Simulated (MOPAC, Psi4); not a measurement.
Interaction energy of H2 ··· Br- (SMILES [H][H] and [Br-]) (charge -1). Monomers: optimised at B3LYP-D3(BJ) (def2-TZVP), held rigid. Orientation: lowest of the rigid-body minima from ten starts at GFN2-xTB. R is the distance of the centres of mass, along which the second monomer moves.

Geometry at R = 3.23 Å (first 2 atoms: monomer A):
```
3

H      0.3719     0.0000     0.0000
H     -0.3719     0.0000     0.0000
Br    -3.2317     0.0000     0.0000
```

Methods: SAPT0/jun-cc-pVDZ, frozen core (Psi4); SCS-MP2/aug-cc-pVTZ = Psi4 with DF-SCS-MP2/aug-cc-pVTZ, frozen core, counterpoise-corrected; CCSD/aug-cc-pVDZ = DF-CCSD/aug-cc-pVDZ, frozen core, counterpoise-corrected (Psi4); MP2/aug-cc-pVTZ = DF-MP2/aug-cc-pVTZ, frozen core, counterpoise-corrected (Psi4); PM6, restricted, heats of formation (MOPAC).

Interaction energies in kcal/mol (negative: bound); R is the distance of the centres of mass, d the H2···Br3 distance.

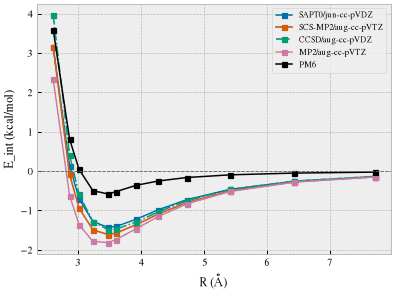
Figure: Interaction energy against separation.

```json
[
 {"R / Å": "2.60", "d / Å": "2.23", "SAPT0/jun-cc-pVDZ": "3.15", "SCS-MP2/aug-cc-pVTZ": "3.15", "CCSD/aug-cc-pVDZ": "3.97", "MP2/aug-cc-pVTZ": "2.33", "PM6": "3.60"},
 {"R / Å": "2.86", "d / Å": "2.49", "SAPT0/jun-cc-pVDZ": "0.14", "SCS-MP2/aug-cc-pVTZ": "-0.08", "CCSD/aug-cc-pVDZ": "0.41", "MP2/aug-cc-pVTZ": "-0.62", "PM6": "0.81"},
 {"R / Å": "3.01", "d / Å": "2.64", "SAPT0/jun-cc-pVDZ": "-0.70", "SCS-MP2/aug-cc-pVTZ": "-0.93", "CCSD/aug-cc-pVDZ": "-0.59", "MP2/aug-cc-pVTZ": "-1.36", "PM6": "0.05"},
 {"R / Å": "3.23", "d / Å": "2.86", "SAPT0/jun-cc-pVDZ": "-1.28", "SCS-MP2/aug-cc-pVTZ": "-1.49", "CCSD/aug-cc-pVDZ": "-1.28", "MP2/aug-cc-pVTZ": "-1.79", "PM6": "-0.50"},
 {"R / Å": "3.47", "d / Å": "3.10", "SAPT0/jun-cc-pVDZ": "-1.43", "SCS-MP2/aug-cc-pVTZ": "-1.61", "CCSD/aug-cc-pVDZ": "-1.49", "MP2/aug-cc-pVTZ": "-1.81", "PM6": "-0.58"},
 {"R / Å": "3.60", "d / Å": "3.23", "SAPT0/jun-cc-pVDZ": "-1.40", "SCS-MP2/aug-cc-pVTZ": "-1.57", "CCSD/aug-cc-pVDZ": "-1.47", "MP2/aug-cc-pVTZ": "-1.74", "PM6": "-0.52"},
 {"R / Å": "3.92", "d / Å": "3.55", "SAPT0/jun-cc-pVDZ": "-1.22", "SCS-MP2/aug-cc-pVTZ": "-1.36", "CCSD/aug-cc-pVDZ": "-1.29", "MP2/aug-cc-pVTZ": "-1.46", "PM6": "-0.36"},
 {"R / Å": "4.27", "d / Å": "3.90", "SAPT0/jun-cc-pVDZ": "-0.98", "SCS-MP2/aug-cc-pVTZ": "-1.09", "CCSD/aug-cc-pVDZ": "-1.03", "MP2/aug-cc-pVTZ": "-1.15", "PM6": "-0.25"},
 {"R / Å": "4.72", "d / Å": "4.35", "SAPT0/jun-cc-pVDZ": "-0.72", "SCS-MP2/aug-cc-pVTZ": "-0.80", "CCSD/aug-cc-pVDZ": "-0.75", "MP2/aug-cc-pVTZ": "-0.83", "PM6": "-0.16"},
 {"R / Å": "5.41", "d / Å": "5.04", "SAPT0/jun-cc-pVDZ": "-0.46", "SCS-MP2/aug-cc-pVTZ": "-0.50", "CCSD/aug-cc-pVDZ": "-0.47", "MP2/aug-cc-pVTZ": "-0.52", "PM6": "-0.09"},
 {"R / Å": "6.43", "d / Å": "6.06", "SAPT0/jun-cc-pVDZ": "-0.26", "SCS-MP2/aug-cc-pVTZ": "-0.27", "CCSD/aug-cc-pVDZ": "-0.25", "MP2/aug-cc-pVTZ": "-0.28", "PM6": "-0.05"},
 {"R / Å": "7.70", "d / Å": "7.33", "SAPT0/jun-cc-pVDZ": "-0.14", "SCS-MP2/aug-cc-pVTZ": "-0.15", "CCSD/aug-cc-pVDZ": "-0.13", "MP2/aug-cc-pVTZ": "-0.15", "PM6": "-0.02"}
]
```

Lowest grid point: SAPT0/jun-cc-pVDZ -1.43 kcal/mol at R = 3.47 Å; SCS-MP2/aug-cc-pVTZ -1.61 kcal/mol at R = 3.47 Å; CCSD/aug-cc-pVDZ -1.49 kcal/mol at R = 3.47 Å; MP2/aug-cc-pVTZ -1.81 kcal/mol at R = 3.47 Å; PM6 -0.58 kcal/mol at R = 3.47 Å.
